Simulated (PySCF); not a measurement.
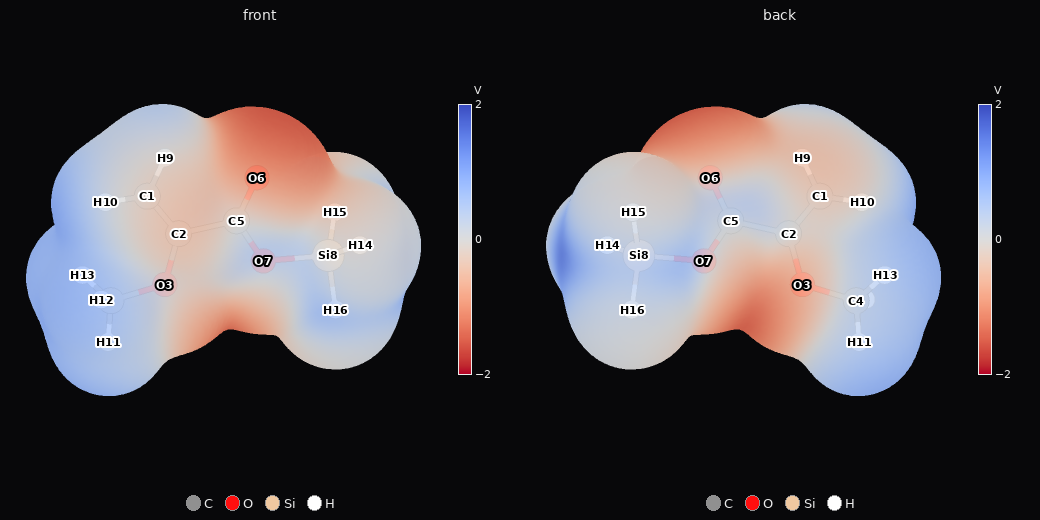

C4H8O3Si (SMILES C=C(OC)C(=O)O[SiH3]). The electrostatic potential painted on the density surface at 0.001 e/bohr³, seen from the front and from behind; the colour scale runs from red (negative) to blue (positive).

Geometry: GFN2-xTB.

The calculation used PySCF, PBE0/pcSseg-1, SCF density, gas phase, non-relativistic.

```tsv
atom	x (Å)	y (Å)	z (Å)
C	-1.8103	0.9316	-0.5776
C	-0.7650	0.2328	-0.1316
O	-0.7755	-0.8745	0.6482
C	-2.0325	-1.3653	1.0499
C	0.6156	0.6674	-0.4987
O	0.8473	1.6298	-1.1882
O	1.5649	-0.0972	0.0006
Si	3.1756	0.2012	-0.2797
H	-1.6212	1.7922	-1.1917
H	-2.8333	0.6868	-0.3602
H	-1.8290	-2.2443	1.6583
H	-2.5744	-0.6236	1.6452
H	-2.6404	-1.6495	0.1852
H	3.5185	1.5123	0.2590
H	3.4328	0.1221	-1.7129
H	3.7193	-0.9128	0.4828
```

### Describe the electrostatic potential map.

The most negative region (about −1.5 V, or −35 kcal/mol for a unit charge) lies over O3 and O6, the most positive (about +1.3 V, or +30 kcal/mol for a unit charge) over Si8.
